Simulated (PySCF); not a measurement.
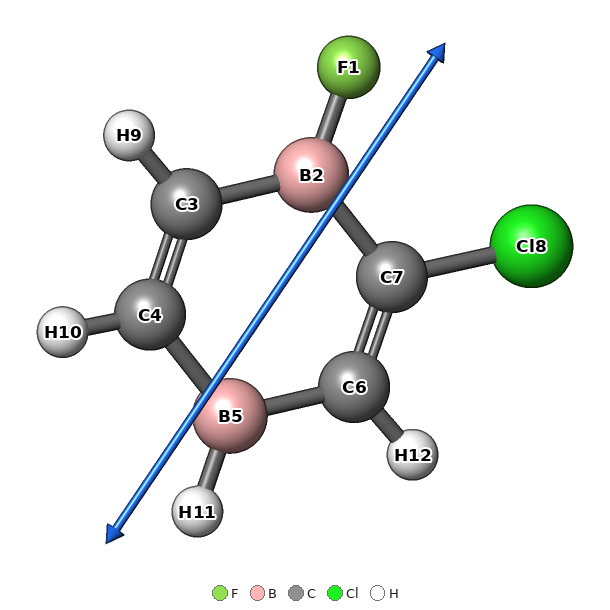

The double arrow shows the direction of the transition dipole to excited singlet state 5 (its length means nothing). The computed structure is the end point of a GFN2-xTB optimisation. No frequency run is at hand to confirm it as a minimum. Properties computed with TDDFT PBE0/def2-SVPD, vertical, gas phase, core orbitals frozen in the response (PySCF 2.14.0).

### How is the transition polarised?

In the molecular plane, at 46° to the long direction C4···Cl8.

### Give its energy, strength and character.

4.69 eV (264 nm), oscillator strength 0.12, mainly HOMO−3 → LUMO (weight 0.93); transition dipole 2.58 D.

The geometry is semi-empirical. Around B such bond lengths and angles can be off by a tenth of an ångström or more and by several degrees, and values that hang on the shape move with them.
